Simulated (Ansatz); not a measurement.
**I₄Sn (SnI4): density, localisation and related maps**

Input

```
crystal:
  periodic: [false, false, false]
  atoms:
    - {symbol: Sn, position_ang: [-0.000000, -0.000011, 0.000003]}
    - {symbol: I, position_ang: [0.010648, -0.017206, 2.677939]}
    - {symbol: I, position_ang: [2.521278, 0.010793, -0.902653]}
    - {symbol: I, position_ang: [-1.270265, 2.189753, -0.873563]}
    - {symbol: I, position_ang: [-1.261661, -2.183318, -0.901735]}
basis:
  gaussian: {orbitals: def2-TZVP, initial_orbitals: start.molden}
hamiltonian: {xc: pbe0, dispersion: d4}
scf: {omitted_lower_state_checks: [starts]}
output: {forces: true, orbitals: {seedname: orbitals}}
```

Run with:

```sh
ansatz run in.yaml --threads 4 --pin off --events-out ev --progress --plain --max-ram 8704MiB
```

Geometry: PBE0-D4/def2-SVP; core potentials replace the inner electrons of Sn and I.

Method: RKS PBE0-D4/def2-TZVP in Ansatz.

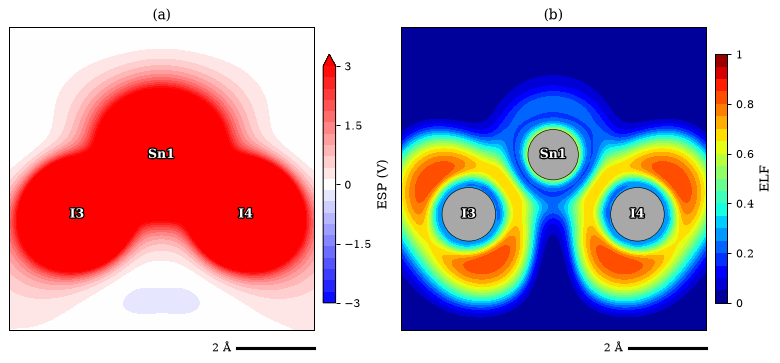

Figure 1. (a) molecular electrostatic potential; (b) electron localisation function on the plane of atoms I3, Sn1 and I4. Grey discs cover the atomic cores in the ELF map.

Q: What do the fields say about this system?

A: The plane passes through Sn and I nuclei.
Sn–I (2.68 Å): the ELF peaks at about 0.70 in the valence shell of I, 1.2 Å from its nucleus, and drops to about 0.20 between the two atoms.
The ELF also peaks beside I3 and I4, away from the bonds: lone-pair regions.
The potential has no marked negative region in this plane.

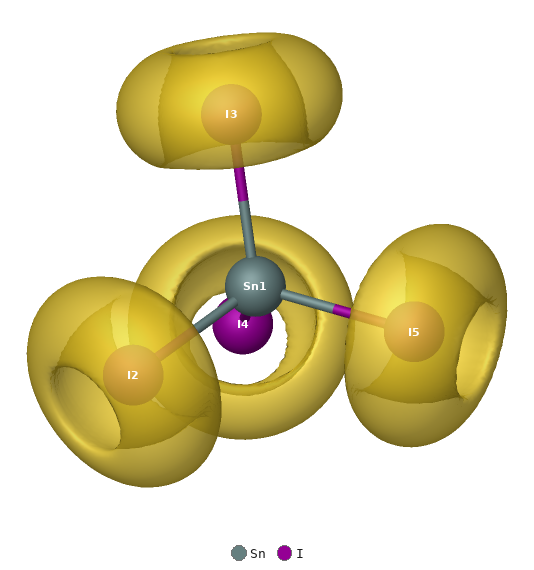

Figure 2. Isosurface of the ELF at 0.75 (yellow), seen at a tilt. Core shells and regions of very low density are left out.

Q: Identify the bonds, lone pairs and shells in this picture.

A: The surface consists of four rings or bowls of non-bonding electrons around I.

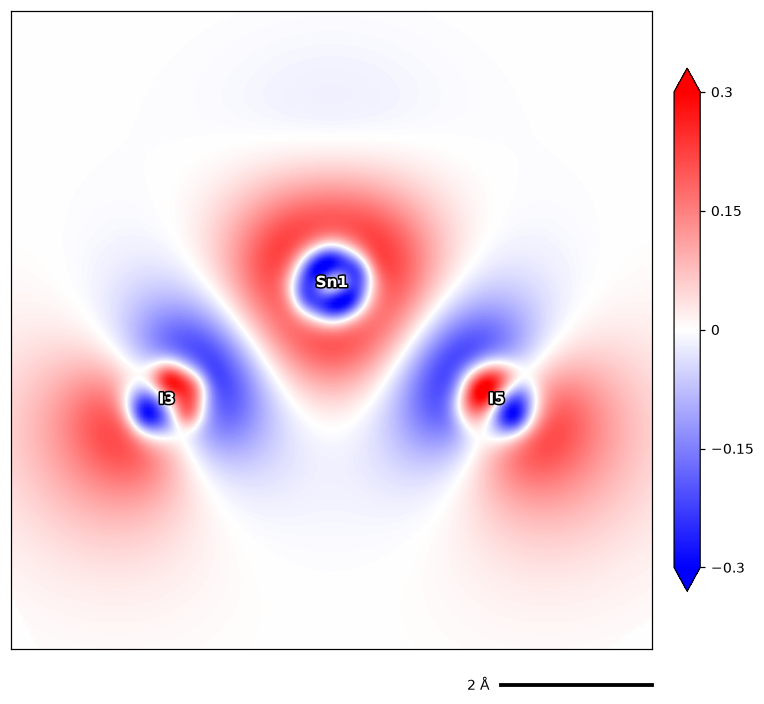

Figure 3. One frontier orbital on the plane of atoms I3, Sn1 and I5 (values in Å⁻³ᐟ²; the overall sign is arbitrary).

Q: Which orbital is it: HOMO or LUMO?

A: The LUMO, at −3.76 eV. It lies mainly on Sn1 (about 25 %), I2 (about 20 %), I3 (about 20 %), I4 (about 20 %) and I5 (about 20 %).
